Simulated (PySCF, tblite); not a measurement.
Potential energy curve for ScF, singlet.

RKS-wB97X-V = restricted wB97X-V/def2-TZVP (PySCF 2.14.0); GFN2-xTB, 300 K electronic temperature (tblite); RHF/def2-TZVP (PySCF); RKS-M06-2X = restricted M06-2X/def2-TZVP (PySCF).

Energies are in kcal/mol, each relative to the lowest point of its own curve near equilibrium.

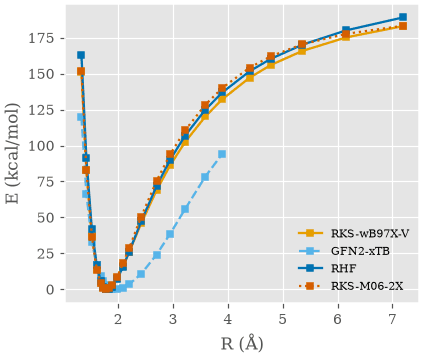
Energy against bond length for each method.

| R / Å | RKS-wB97X-V | GFN2-xTB | RHF | RKS-M06-2X |
|---|---|---|---|---|
| 1.33 | 151.2 | 119.8 | 163.0 | 151.9 |
| 1.42 | 82.8 | 66.6 | 91.2 | 83.1 |
| 1.52 | 36.8 | 33.2 | 41.7 | 36.7 |
| 1.61 | 14.0 | 16.6 | 16.6 | 13.8 |
| 1.68 | 4.7 | 9.0 | 5.9 | 4.5 |
| 1.73 | 1.3 | 5.4 | 1.8 | 1.2 |
| 1.78 | 0.0 | 3.0 | 0.0 | 0.0 |
| 1.84 | 0.5 | 1.1 | 0.1 | 0.8 |
| 1.89 | 2.3 | 0.3 | 1.7 | 2.8 |
| 1.98 | 7.6 | 0.0 | 6.9 | 8.6 |
| 2.09 | 16.2 | 1.1 | 15.8 | 18.0 |
| 2.20 | 26.0 | 3.4 | 26.1 | 28.7 |
| 2.42 | 45.9 | 10.7 | 47.3 | 50.5 |
| 2.70 | 68.9 | 24.1 | 71.8 | 75.4 |
| 2.95 | 86.4 | 38.7 | 90.3 | 94.0 |
| 3.22 | 102.4 | 55.8 | 106.9 | 110.5 |
| 3.59 | 120.2 | 78.4 | 125.0 | 128.4 |
| 3.90 | 132.2 | 94.4 | 136.9 | 140.1 |
| 4.40 | 147.3 | — | 151.7 | 154.2 |
| 4.79 | 156.1 | — | 160.4 | 162.2 |
| 5.36 | 165.8 | — | 170.1 | 170.4 |
| 6.16 | 175.2 | — | 180.1 | 177.7 |
| 7.20 | 183.1 | — | 189.1 | 183.3 |

At the longest distance, 7.20 Å, RHF lies highest above its minimum (189.1 kcal/mol) and RKS-wB97X-V lowest (183.1 kcal/mol).

A dash means that the run gave no value there, or that the column was ended at a point which the program doubted or which failed a test of continuity chosen for this set; such a test can also cut sound points.

At the longest distance RKS-wB97X-V, RKS-M06-2X leaves fractional charges on the fragments, a sign of delocalisation error or of the restricted form. The restricted form behind RKS-wB97X-V, RHF, RKS-M06-2X keeps the bonding electrons paired and can't separate into open-shell fragments.
